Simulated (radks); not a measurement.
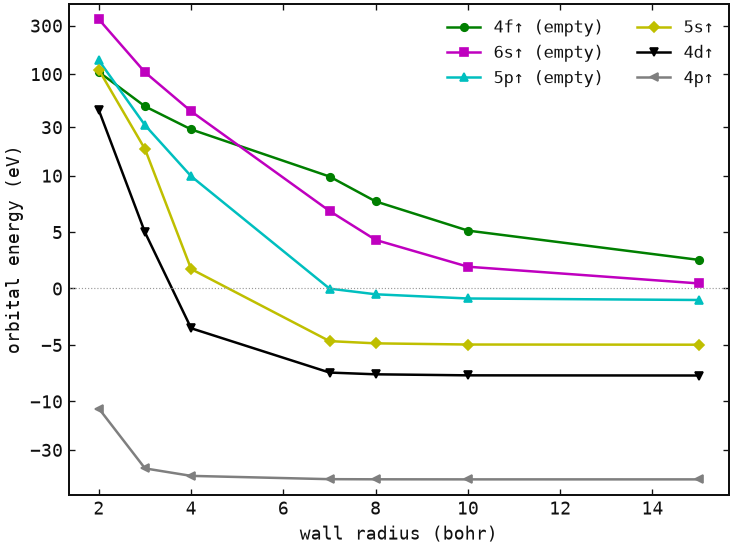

System: the neutral silver atom, configuration [Kr] 4d10 5s1 (high spin). It is put inside a hard spherical wall of varying radius. Level of theory: scalar-relativistic Kohn-Sham, LDA (Slater exchange, Perdew-Wang correlation), spin-polarised, spherical densities, point nucleus. Computed with the in-house radial solver radks. The plot shows the outer orbital energies (spin up), on a scale that is linear within ±10 eV and logarithmic beyond.

Question: Describe the level shifts under confinement.

Answer: The levels rise as the wall closes in: 5s↑ goes from −4.98 eV at 15 bohr to 109.6 eV at 2 bohr and passes zero between 7 and 4 bohr. On compression 4f↑ drops below 6s↑ between 7 and 4 bohr, 4f↑ drops below 5p↑ between 3 and 2 bohr and 4f↑ drops below 5s↑ between 3 and 2 bohr; in each crossing pair the level of higher l rises less. The fastest to rise is 6s↑ (by 344.5 eV), the slowest 4p↑ (by 46.9 eV): the wall presses hardest on the most extended orbitals.
